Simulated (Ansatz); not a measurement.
```xyz
11

Al    0.1183   -0.3858    0.4758
Cl   -1.3069    1.2046    1.0867
C    -0.6333   -1.7878   -0.6094
Cl    1.5055   -0.7228    2.0350
H     1.0262    1.7413   -0.4377
F     1.0899    0.7479   -0.6836
H    -0.1092    2.5576    0.5519
F     0.6810    2.9001    0.0767
H    -1.3485   -1.3933   -1.3478
H     0.1481   -2.3386   -1.1570
H    -1.1711   -2.5233    0.0096
```

Method: RKS r2SCANh-D4/def2-SVP in Ansatz.

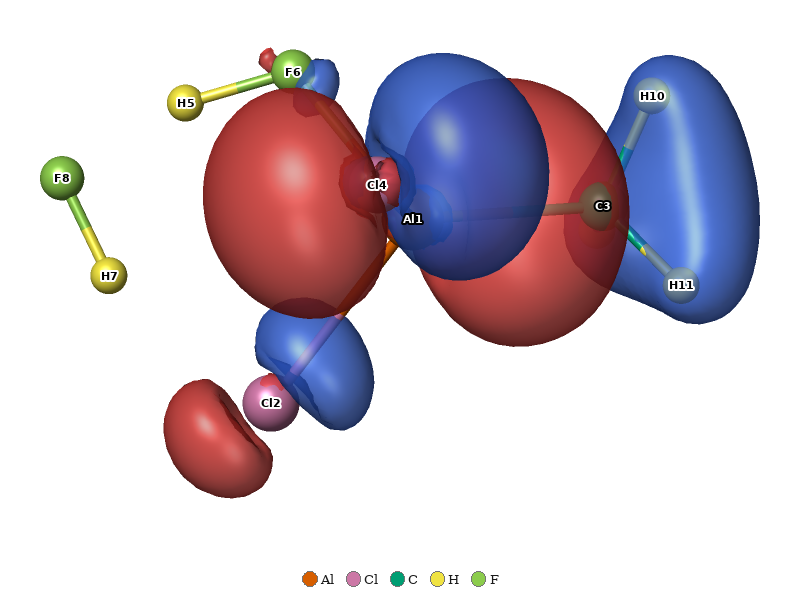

CH$_{4}$AlCl$_{2}$F···HF. The HOMO at ±0.1 Å⁻³ᐟ² (blue and red are the two phases), seen from one side.

What is the character of this orbital?

By Hirshfeld shares it lies mainly on Cl4 (about 40 %), C3 (about 35 %) and Al1 (about 15 %). Its energy is −7.98 eV.
